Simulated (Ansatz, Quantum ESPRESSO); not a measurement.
# 1T-HfS2, 1 layer against a metal electrode: the far face's level over the Fermi level at a withheld member of a series

Method. Quantum ESPRESSO 7.5, PBE, GBRV ultrasoft. The slab is relaxed neutral under PBE-D3(BJ), then held. ESM with bc3: vacuum below and a metal electrode about 6 Å above the top atoms. Fermi-Dirac smearing of 0.004 Ry and a dense mesh. Charges are set per cell from the starting area. The series steps the charge of the slab (positive: electrons removed).

| charge of the slab | far face's level over the Fermi level (eV) |
| --- | --- |
| 1 ×10¹³ e/cm² | 6.3738 |
| 2 ×10¹³ e/cm² | 6.4270 |
| 3 ×10¹³ e/cm² | 6.4646 |
| 4.5 ×10¹³ e/cm² | 6.5107 |
| 6 ×10¹³ e/cm² | 6.5396 |
| 7 ×10¹³ e/cm² | 6.5578 |

To predict: What is the far face's level over the Fermi level at 8 ×10¹³ e/cm²?

By hand: The rows at 6 ×10¹³ e/cm² and 7 ×10¹³ e/cm² give a slope of (6.5578 − (6.5396))/(7 − (6)) = 0.0182, so a straight line gives 6.5760 eV. A parabola through these and the row at 4.5 ×10¹³ e/cm² gives 6.5751 eV.

**Check.** 6.5678 eV. The line misses by +0.0082 and the parabola by +0.0073 eV.

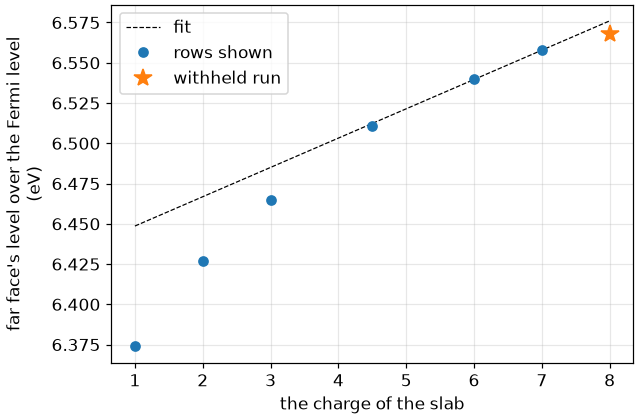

The rows shown, the fit and the withheld run.

**Limits.** Vacuum fills the gap; ions don't answer the charge; added electrons can spill towards the electrode at the most negative charges. Charges count on the starting cell, which the relaxation changed by some per cent. Members without a usable value, or on the other side of zero field or charge, are not listed.
